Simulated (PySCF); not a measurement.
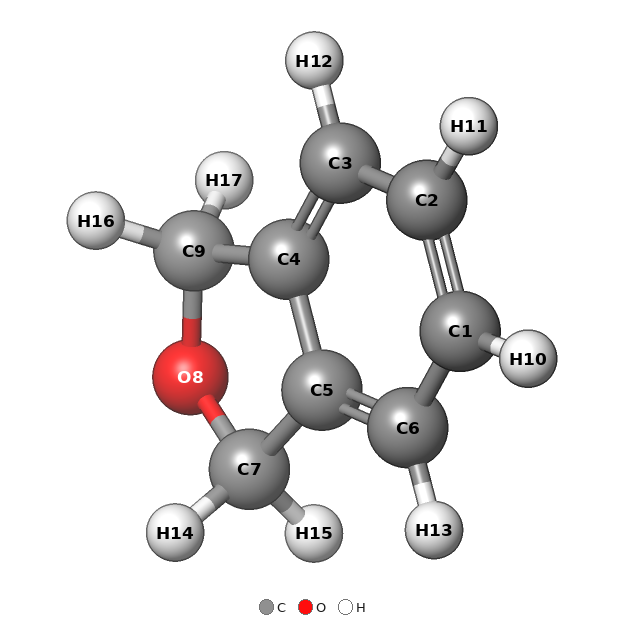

The geometry was computed by an optimisation with PBE0-D3(BJ)/def2-SVP. No frequency run is at hand to confirm it as a minimum. Level of theory: delta-SCF UKS SCAN, pcX-2 on the ionised atom, pcseg-1 elsewhere, spin-free X2C (PySCF 2.14.0).

Give the core-electron binding energies (to vacuum) of C1 1s, C3 1s, C4 1s, C7 1s, O8 1s.

```json
{"atom": "C1", "level": "1s", "binding energy (eV)": "290.2"}
{"atom": "C3", "level": "1s", "binding energy (eV)": "290.3"}
{"atom": "C4", "level": "1s", "binding energy (eV)": "290.3"}
{"atom": "C7", "level": "1s", "binding energy (eV)": "292.1"}
{"atom": "O8", "level": "1s", "binding energy (eV)": "538.2"}
```
